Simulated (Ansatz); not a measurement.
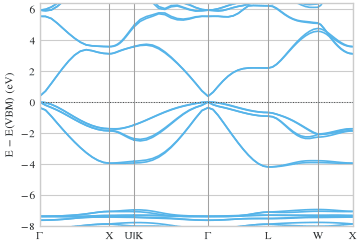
Figure: Band structure from the program Ansatz at the PBE with spin–orbit coupling level (PAW)

Problem. Read off the gap and where the band edges lie.

Solution. About 0.4 eV (0.37 eV by a search for the band edges); maximum at Γ, minimum at Γ.

The material is CdSe (zinc blende, F-43m).

The cell was relaxed with PBE under the symmetry of its start; phonons on a q-mesh show no instability.

Potentials: the later of the program's two PAW sets.
